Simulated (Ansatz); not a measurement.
# SiBrCl3 (bromotrichlorosilane) at CCSD/cc-pVDZ

Aim: the energy change on altering one bond length of SiBrCl3 (bromotrichlorosilane) at CCSD/cc-pVDZ, from 2 runs. 

The results are computed with Ansatz 0.2.0.

55 further runs of the same task are left out: 12 that didn't finish, 43 set aside as unsound or not needed.

## 1. The structure to begin with

SiBrCl3: 5 atoms, total charge 0, spin state singlet. As SMILES, `Cl[Si](Cl)(Cl)Br`. The shape is that of a PBE0-D4/def2-TZVP optimisation.

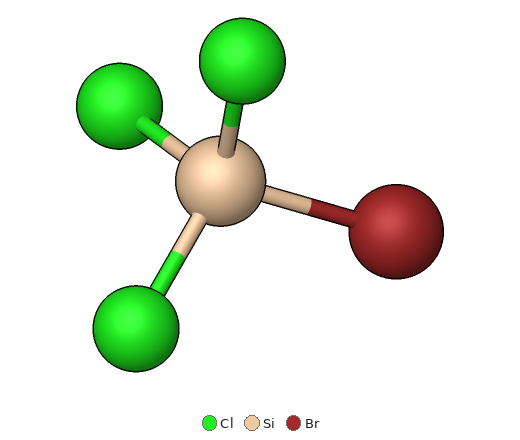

The structure, seen from a chosen angle (chlorine green, silicon light orange, bromine red).

## 2. The energy at CCSD/cc-pVDZ

File in.yaml:

```yaml
crystal:
  periodic: [false, false, false]
  atoms:
    - {symbol: Cl, position_ang: [-0.852900, -0.217700, 1.821600]}
    - {symbol: Si, position_ang: [0.003400, -0.042600, -0.003200]}
    - {symbol: Cl, position_ang: [1.690500, -1.158200, -0.059200]}
    - {symbol: Cl, position_ang: [-1.285700, -0.709700, -1.412800]}
    - {symbol: Br, position_ang: [0.494400, 2.054400, -0.387900]}
basis:
  gaussian:
    orbitals: cc-pVDZ
correlation:
  method: ccsd
  frozen_orbitals: {Br: 9, Cl: 5, Si: 5}
accuracy: high
scf:
  omitted_lower_state_checks: [cluster_reference, increment]
```

Command:

```sh
$ ansatz run in.yaml --threads 1 --pin off --max-ram 3480MiB --events-out events.jsonl --progress --plain --runs-dir runs
```

Output:

```text
Warning: RAYON_NUM_THREADS=1 ignored (pool sized by the plan → 1); use --threads N
Functional definition: HF
  name "HF"
  exchange = exact_x
  correlation = 0
these checks for a lower state are left out or cut short: cluster_reference, increment
2154 factors; integrals over basis functions are off by at most 4.6e-9 eV
mean field evaluation 1: about -115374.6778 eV, gradient 2.4e1 eV
mean field evaluation 2: about -115375.0963 eV, gradient 2.5e1 eV
mean field evaluation 4: about -115376.9986 eV, gradient 1.7e0 eV
mean field evaluation 8: about -115377.0421 eV, gradient 6.7e-2 eV
mean field evaluation 16: about -115377.0421 eV, gradient 2.8e-7 eV
mean field -115377.04214855 eV, -4240.0280935913 hartree, gradient 1.9e-8 eV, S^2 0.000000; 0 other end points of the search recorded, 0 dependent functions left out
29 core orbitals not correlated: weight in the atoms' cores, before any rotation towards them, 1.000 or more for the frozen orbitals, at most 0.000 for the correlated occupied ones
reference -115377.04214855 eV, -4240.0280935913 hartree; 21, 21 occupied and 49, 49 virtual orbitals, 2154 factors
second order -16.76310137 eV of doubles, -0.00000000 eV of singles
cycle   1  -17.53167319 eV  change   -7.7e-1 eV  update   8.0e-2
cycle   2  -17.82738415 eV  change   -3.0e-1 eV  update   2.1e-2
cycle   3  -17.88251961 eV  change   -5.5e-2 eV  update   9.5e-3
cycle   4  -17.87978830 eV  change    2.7e-3 eV  update   1.8e-3
cycle   5  -17.87900224 eV  change    7.9e-4 eV  update   5.7e-4
cycle   6  -17.87879020 eV  change    2.1e-4 eV  update   1.5e-4
cycle   7  -17.87876828 eV  change    2.2e-5 eV  update   4.7e-5
cycle   8  -17.87878883 eV  change   -2.1e-5 eV  update   1.1e-5
cycle   9  -17.87878844 eV  change    3.9e-7 eV  update   2.9e-6
cycle  10  -17.87878707 eV  change    1.4e-6 eV  update   8.5e-7
cycle  11  -17.87878763 eV  change   -5.6e-7 eV  update   2.6e-7
cycle  12  -17.87878779 eV  change   -1.6e-7 eV  update   8.0e-8
cycle  13  -17.87878779 eV  change   -8.2e-9 eV  update   4.1e-8
cycle  14  -17.87878780 eV  change   -1.0e-8 eV  update   2.6e-8
cycle  15  -17.87878735 eV  change    4.5e-7 eV  update   1.3e-7
cycle  16  -17.87878732 eV  change    3.2e-8 eV  update   2.7e-8
cycle  17  -17.87878730 eV  change    1.7e-8 eV  update   6.8e-9
cycle  18  -17.87878730 eV  change    2.1e-9 eV  update   2.3e-9
Total energy: -115394.92093585 eV, -4240.6851269059 hartree
Checks for a lower state left out: cluster_reference, increment
```

It took 29 s on 1 thread of Arm Neoverse V2, shared host; peak memory 0.5 GiB.

## 3. The distorted shape

File run.yaml:

```yaml
crystal:
  periodic: [false, false, false]
  atoms:
    - symbol: Cl
      position_ang: [-2.877418, 1.121018, 1.888800]
    - symbol: Si
      position_ang: [-2.021118, 1.296118, 0.064000]
    - symbol: Cl
      position_ang: [1.690500, -1.158200, -0.059200]
    - symbol: Cl
      position_ang: [-3.310218, 0.629018, -1.345600]
    - symbol: Br
      position_ang: [-1.530118, 3.393118, -0.320700]
basis:
  gaussian: {orbitals: cc-pVDZ}
correlation: {method: ccsd, frozen_orbitals: {Br: 9, Cl: 5, Si: 5}}
accuracy: high
scf: {omitted_lower_state_checks: [cluster_reference, increment]}
```

Command:

```sh
$ ansatz run run.yaml --threads 1 --pin off --max-ram 3480MiB --events-out events.jsonl --progress --plain --runs-dir runs
```

Output:

```text
Warning: RAYON_NUM_THREADS=1 ignored (pool sized by the plan → 1); use --threads N
[... 4 set-up lines as earlier in the session ...]
these checks for a lower state are left out or cut short: cluster_reference, increment
2069 factors; integrals over basis functions are off by at most 4.6e-9 eV
mean field evaluation 1: about -115366.3118 eV, gradient 3.2e1 eV
mean field evaluation 2: about -115366.6046 eV, gradient 3.3e1 eV
mean field evaluation 4: about -115369.4737 eV, gradient 1.6e1 eV
mean field evaluation 8: about -115370.8664 eV, gradient 9.7e-1 eV
mean field evaluation 16: about -115370.9283 eV, gradient 2.5e-7 eV
mean field evaluation 32: about -115370.5965 eV, gradient 3.4e0 eV
mean field -115370.92826120 eV, -4239.8034123753 hartree, gradient 2.2e-8 eV, S^2 0.000000; 4 other end points of the search recorded, 0 dependent functions left out; unrestricted orbitals would lower it
29 core orbitals not correlated: weight in the atoms' cores, before any rotation towards them, 1.000 or more for the frozen orbitals, at most 0.000 for the correlated occupied ones
reference -115370.92826120 eV, -4239.8034123753 hartree; 21, 21 occupied and 49, 49 virtual orbitals, 2069 factors
second order -17.64474739 eV of doubles, -0.00000000 eV of singles
cycle   1  -17.79755718 eV  change    -1.9e0 eV  update   1.9e-1
cycle   2  -18.42004574 eV  change   -6.2e-1 eV  update   1.0e-1
cycle   3  -18.53771722 eV  change   -1.2e-1 eV  update   1.1e-1
cycle   4  -18.71024668 eV  change   -1.7e-1 eV  update   7.6e-2
cycle   5  -18.75062020 eV  change   -4.0e-2 eV  update   7.6e-2
cycle   6  -18.84305384 eV  change   -9.2e-2 eV  update   5.7e-2
cycle   7  -18.87119121 eV  change   -2.8e-2 eV  update   5.3e-2
cycle   8  -18.98575639 eV  change   -1.1e-1 eV  update   4.1e-2
cycle   9  -19.10352610 eV  change   -1.2e-1 eV  update   3.3e-2
cycle  10  -19.07998033 eV  change    2.4e-2 eV  update   1.4e-2
cycle  11  -19.08606373 eV  change   -6.1e-3 eV  update   9.4e-3
cycle  12  -19.09122337 eV  change   -5.2e-3 eV  update   8.8e-3
cycle  13  -19.09443400 eV  change   -3.2e-3 eV  update   4.2e-3
cycle  14  -19.09565557 eV  change   -1.2e-3 eV  update   1.2e-3
cycle  15  -19.09584124 eV  change   -1.9e-4 eV  update   1.0e-4
cycle  16  -19.09570628 eV  change    1.3e-4 eV  update   1.1e-4
cycle  17  -19.09571639 eV  change   -1.0e-5 eV  update   3.0e-5
cycle  18  -19.09571958 eV  change   -3.2e-6 eV  update   2.7e-5
cycle  19  -19.09571507 eV  change    4.5e-6 eV  update   2.6e-5
cycle  20  -19.09571712 eV  change   -2.0e-6 eV  update   2.3e-5
cycle  21  -19.09571416 eV  change    3.0e-6 eV  update   1.9e-5
cycle  22  -19.09571141 eV  change    2.8e-6 eV  update   1.8e-5
cycle  23  -19.09570635 eV  change    5.1e-6 eV  update   1.4e-5
cycle  24  -19.09570958 eV  change   -3.2e-6 eV  update   3.2e-6
cycle  25  -19.09571389 eV  change   -4.3e-6 eV  update   1.6e-6
cycle  26  -19.09571451 eV  change   -6.2e-7 eV  update   5.0e-7
cycle  27  -19.09571476 eV  change   -2.5e-7 eV  update   2.7e-7
cycle  28  -19.09571479 eV  change   -2.9e-8 eV  update   1.3e-7
cycle  29  -19.09571478 eV  change    6.2e-9 eV  update   5.8e-8
cycle  30  -19.09571478 eV  change    3.4e-9 eV  update   2.6e-8
cycle  31  -19.09571479 eV  change   -4.1e-9 eV  update   1.1e-8
cycle  32  -19.09571478 eV  change    3.1e-9 eV  update   6.3e-9
cycle  33  -19.09571478 eV  change    1.4e-9 eV  update   2.7e-9
cycle  34  -19.09571478 eV  change    1.1e-9 eV  update   1.7e-9
cycle  35  -19.09571478 eV  change    1.4e-9 eV  update   1.2e-9
WARN: these amplitudes may be one of several solutions (largest doubles amplitude 0.65, level shift 3.06 eV)
Total energy: -115390.02397598 eV, -4240.5051669498 hartree
Checks for a lower state left out: cluster_reference, increment
```

It took 51 s on 1 thread of Arm Neoverse V2, shared host; peak memory 0.48 GiB.

## 4. Outcome

At CCSD/cc-pVDZ, 29 core orbitals frozen:

| quantity | value |
| --- | --- |
| first shape: total energy | -4240.68513 Eh |
| first shape: correlation energy (29 core orbitals frozen) | -657.0 mEh |
| first shape: T1 diagnostic | 0.008 |
| distorted shape: total energy | -4240.50517 Eh |
| distorted shape: correlation energy (29 core orbitals frozen) | -701.8 mEh |
| distorted shape: T1 diagnostic | 0.068 |
| energy change with the Si2–Cl3 bond stretched from 2.023 to 4.451 Å | 4.897 eV |

In words: One bond (distorted shape) is far stretched, which a spin-restricted single reference describes badly; a broken-symmetry solution may lie lower. With the Si2–Cl3 bond stretched from 2.023 to 4.451 Å the energy rises by 4.90 eV (113 kcal/mol). The first shape isn't relaxed at this level, so the change isn't measured from a minimum. A restricted reference can't describe the breaking bond well at this length. The T1 diagnostic (distorted shape) of 0.068 is above the customary mark for such species, so a single reference may not serve. The restricted solution (distorted shape) is unstable to spin breaking: an unrestricted one lies lower.
